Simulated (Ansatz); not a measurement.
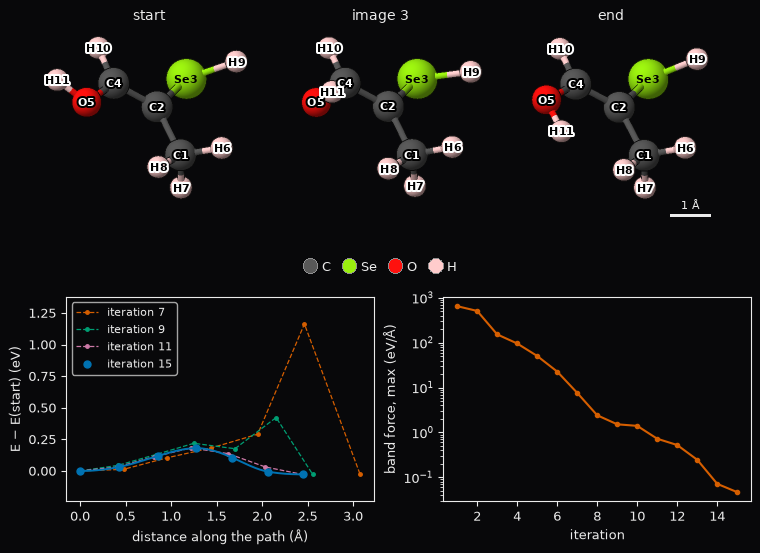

A search for the minimum-energy path of C3H6OSe by the nudged elastic band. Images are numbered from 0 (start) to 6 (end). The plot follows the band through its iterations. The picture is a ball-and-stick view, seen at a tilt.

The calculation used RKS PBE0-D4/def2-SVP in Ansatz. Settings: 5 movable images; climbing image; force threshold 0.05 eV/Å; iteration limit 60; starting path through a guess of the saddle point.

Q: Judge this run.

A: The result is final at these settings. The band converged in 15 iterations. The largest component of the band force went from 650 to 0.047 eV/Å. The climbing image converged on the top of the path. Its vibrational analysis gives one imaginary mode (393i cm⁻¹), as a transition state must have. The first iteration put the highest image at 111.621 eV. The highest point, image 3, lies 0.180 eV above the start and 0.208 eV above the end; the end is at −0.027 eV relative to the start.
